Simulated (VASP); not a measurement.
Band structure of KZnF3 (cubic perovskite). All values below come from PBE GGA with D4 dispersion, VASP's PBE PAW potentials (set 64) (plane waves; VASP).

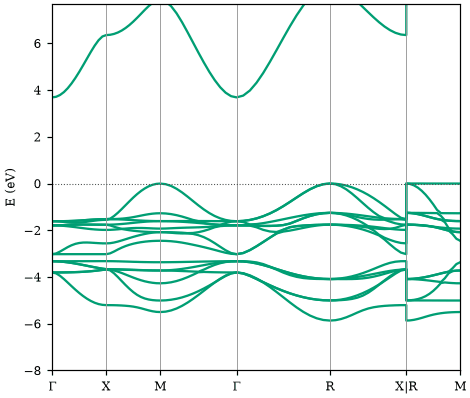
Bands along high-symmetry lines, zero at the valence-band maximum or, without a gap, the Fermi level

### Question
Read the plot: is there a gap, and where are the band edges?

### Answer
The gap is indirect, 3.69 eV, from the valence maximum at R to the conduction minimum at Γ. (Edges off the drawn lines would not show.)

The compound is KZnF3 in the cubic perovskite structure. It was relaxed first.
